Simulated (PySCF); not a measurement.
## Electronic structure of C₄H₉AlF₄S in real space

Input

```
{"job": {"kind": "nmr", "xc": "PBE0", "basis": "pcSseg-1"}, "charge": 0, "multiplicity": 1}
F      2.464378     0.789226    -0.993413
C      2.152683     1.526462     0.106534
S      0.983839     0.612478     1.137755
Al     1.838799    -1.555034     0.140025
C     -0.490993     0.707538     0.058691
C     -1.429854    -0.442129     0.392976
C     -2.696695    -0.344859    -0.437731
F     -2.451796    -0.376286    -1.753282
F     -3.360663     0.801358    -0.206365
F     -3.548906    -1.340122    -0.174799
H      1.716291     2.472108    -0.225504
H      3.062967     1.679907     0.690335
H      1.150356    -1.430914    -1.260975
H      3.340927    -1.223901     0.408657
H      1.040946    -2.346779     1.234374
H     -0.969368     1.673366     0.230467
H     -0.153380     0.626310    -0.976219
H     -0.943917    -1.399381     0.174400
H     -1.715419    -0.420097     1.446613
```

Command:

```sh
OMP_NUM_THREADS=1 python probes_run.py task.json out
```

Geometry: GFN2-xTB.

Method: PBE0/pcSseg-1, SCF density, gas phase, non-relativistic in PySCF 2.14.0.

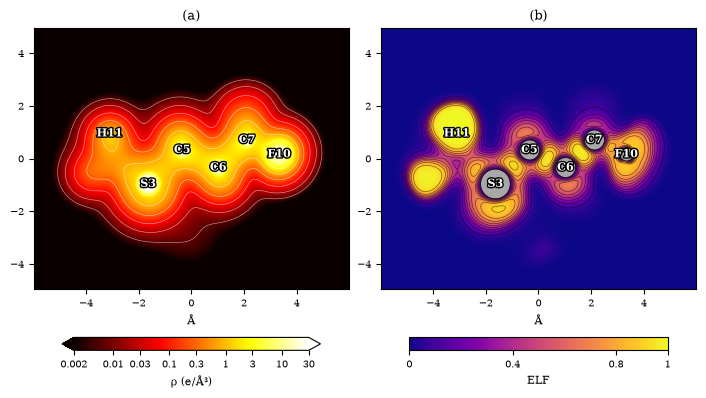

Figure 1. (a) total electron density; (b) electron localisation function on the plane of atoms S3, C5 and C6. Grey discs cover the atomic cores in the ELF map.

Read the bonding off the picture.

Answer.
- Atoms in the plane: S, C, F and H.
- C–F (1.34 Å): ρ is about 2.4 e/Å³ halfway; the ELF peaks at about 0.85 between the atoms: a polar covalent bond.
- C–C (1.52 Å): ρ at the midpoint is about 1.8 e/Å³; the ELF peaks at about 1 between the atoms: a shared electron pair.
- C–S (1.83 Å): ρ is about 1.2 e/Å³ halfway; the ELF peaks at about 0.90 between the atoms, as expected for a covalent bond.
- The ELF also peaks beside F10, away from the bonds: lone-pair regions.

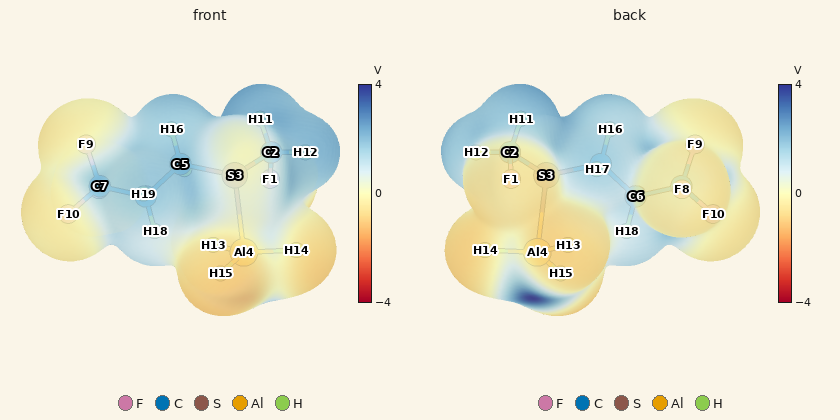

Figure 2. The molecular electrostatic potential painted on the density surface at 0.004 e/bohr³, seen from the front and from behind; the colour scale runs from red (negative) to blue (positive).

Describe the electrostatic potential map.

Answer. The most negative region (about −1.1 V) lies over H15, the most positive (about +3.3 V) over Al4.

What dipole moment does the calculation give?

Answer. Its dipole moment is 4.31 D.
